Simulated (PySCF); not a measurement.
WN (quartet)

```yaml
atoms:
  - { symbol: W, position_ang: [0.0000, 0.0000, -0.1159] }
  - { symbol: N, position_ang: [0.0000, 0.0000, 1.5221] }
```

⟨S²⟩ = 3.82, above the pure value of 3.75.

All numbers below come from PySCF, PBE0/x2c-TZVPPall, spin-free X2C-1e, Gaussian nucleus, at a bond length of 1.638 Å.

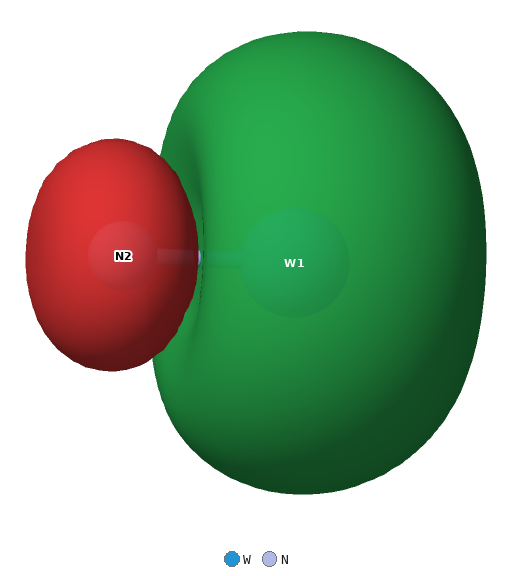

Figure 1. Isosurfaces of the spin density at +0.015 (green) and −0.015 e/Å³ (red), seen from one side.

**Describe the spin distribution.**

The unpaired spin (3 electrons) lies mostly on W1 (about 3.2), in electrons by Hirshfeld's partition, with opposite, polarisation-induced spin on N2.

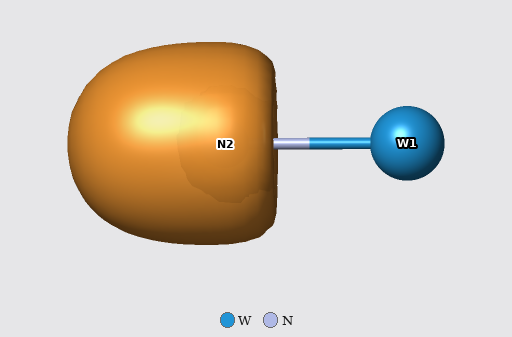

Figure 2. Isosurface of the electron localisation function at 0.75 (orange), seen from one side. Only the valence region is drawn (cores and ρ < 0.01 e/Å³ removed).

**Where are the electrons localised?**

The surface consists of one lobe on N, pointing away from the bonds (non-bonding electrons). Profiles from the grid: W–N (1.64 Å): the ELF peaks at about 0.80 in the valence shell of N, 0.6 Å from its nucleus, and drops to about 0.40 between the two atoms.
